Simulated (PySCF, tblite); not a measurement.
**C₂H₆ClO₂Si radical, a small gas-phase stand-in for a defect centre (Si site with back bonds O, Cl, OC): EPR parameters**

What EPR parameters should one expect for `[CH2][Si](O)(Cl)OC`? It is drawn as: carbon radical.

Programs: tblite 0.8.0 and PySCF 2.14.0. All values are calculated, for the isolated system unless a continuum is named. Atoms count from 0, parts from 1.

### Step 1. Starting point

12 atoms, charge 0, multiplicity 2; geometry: distance geometry start.

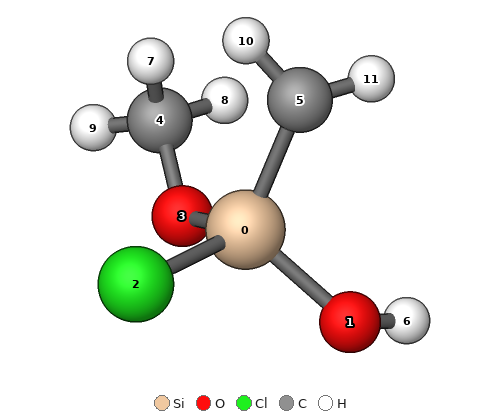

The starting geometry (silicon light orange, oxygen red, chlorine green, carbon grey, hydrogen white), atoms numbered.

### Step 2. Relaxing the cluster with GFN2-xTB

What the job is given:

```
{"job": {"kind": "relax", "xc": "GFN2-xTB", "basis": "xTB"}, "charge": 0, "multiplicity": 2}
Si    -0.429823    -1.037969     0.130173
O     -0.306120    -2.763933    -0.230430
Cl    -2.057248    -0.223102    -0.949680
O      1.071294    -0.233039    -0.336146
C      1.819387     0.638782     0.466556
C     -0.689858    -0.813485     1.943395
H      0.411460    -3.355798     0.050705
H      1.173298     1.099017     1.147772
H      2.544299     0.071695     1.002453
H      2.277018     1.325179    -0.104461
H     -0.790076     0.149096     2.261275
H     -0.194546    -1.448624     2.566000
```

With the program's defaults for keys left out, this is: GFN2-xTB geometry optimisation, gas phase.

The run is started by

```sh
> OMP_NUM_THREADS=1 python cluster_run.py task.json out
```

The driver reads the jobs from task.json and runs them one after another.

**Question.** The jobs that follow are: PBE0-D3(BJ)/def2-SVP geometry optimisation, gas phase; UKS B3LYP, IGLO-III on C Cl O Si, pcH-1 on H, non-relativistic, mean-field spin-orbit, GIAO; UKS BHandHLYP, IGLO-III on C Cl O Si, pcH-1 on H, non-relativistic, mean-field spin-orbit, GIAO. Predict: point group; rotational constants (main isotopes); g(iso) (B3LYP); ⟨S²⟩; largest a(iso); potential on the surface of density 0.002 e/bohr³, 1st and 99th percentile.

As calculated:

```
                                                                  quantity                 value
                                                               point group                    C1
                                      rotational constants (main isotopes)  2.33, 2.10, 1.60 GHz
                                                            g(iso) (B3LYP)               2.00247
                                                                      ⟨S²⟩    0.753 (exact 0.75)
                                                            largest a(iso)   13C on C5, 73.8 MHz
potential on the surface of density 0.002 e/bohr³, 1st and 99th percentile    -1.10 V and 2.19 V
```

In words: The start of the PBE0/def2-SVP relaxation was shaken at random by about 0.01 Å, so part of the energy gained, and of the first lengths quoted, undoes that. The optimisation took 8 steps and gained 0.113 eV; among the close pairs (by a distance rule), Si0–O1 changed most, from 1.595 to 1.642 Å (PBE0/def2-SVP). Most of the unpaired spin sits on C5 (1.04 e). The isotropic g lies 0.1 ppt above the free-electron value. The coupling of 13C on C5 runs from 73.8 (B3LYP/IGLO-III+pcH-1) to 94.8 MHz (BHandHLYP/IGLO-III+pcH-1). A capped cluster stands for the solid here, so long-range fields and strain are missing, and bands or shifts of the capping hydrogens have no counterpart in it.
